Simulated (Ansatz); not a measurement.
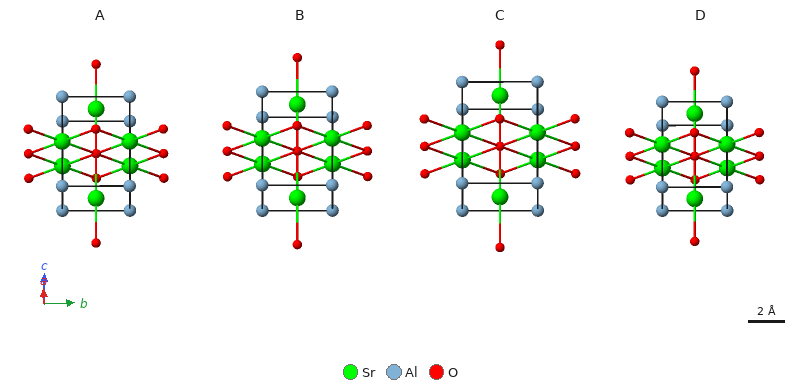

4 geometries from one relaxation of crystalline Sr$_{2}$AlO (a generated structure, set up in P4/mmm) (coarse preliminary run), in shuffled order. The picture is a ball-and-stick view of the cell of the calculation, seen from a free direction.

Method: Ansatz 0.2.0, DFT PBE, scalar-relativistic, plane waves, PAW. Set-up: plane-wave cutoff 420 eV; k-point mesh 6 × 6 × 4; occupations gaussian; smearing width 0.1 eV; no spin polarisation; cell and atoms relaxed; force threshold 0.04 eV/Å; at most 70 steps.

### Put them in the order of the run, from the start to the converged end.

D, A, B, C. They are steps 0, 1, 2, 8, at +817 meV per atom, +415 meV per atom, +186 meV per atom relative to the last. After 6 accepted moves (8 points after the start) the energy has fallen by 817 meV per atom. All forces vanish by symmetry, so only the cell relaxes. The pressure goes from 34.63 to 0.04 GPa. At 2 points the geometry stayed and the basis and grid were re-selected for the new cell (energy shift of 63.4 meV per atom at most each time). The atoms keep their places relative to the cell (all moves are under 0.005 Å). Cell: a = b 3.658 → 4.256 Å (+16.3 %), c 5.167 → 6.138 Å (+18.8 %). Volume +60.8 %. Near-neighbour distances that change, for instance: O–Sr 2.584 → 3.069 Å, Al–Sr 2.584 → 3.069 Å, O–Sr 2.587 → 3.010 Å, Al–Sr 2.587 → 3.010 Å. The space group stays P4/mmm (No. 123). The run took 31 s on 1 thread of Arm Neoverse V1, on a shared host, peak memory 0.37 GiB.
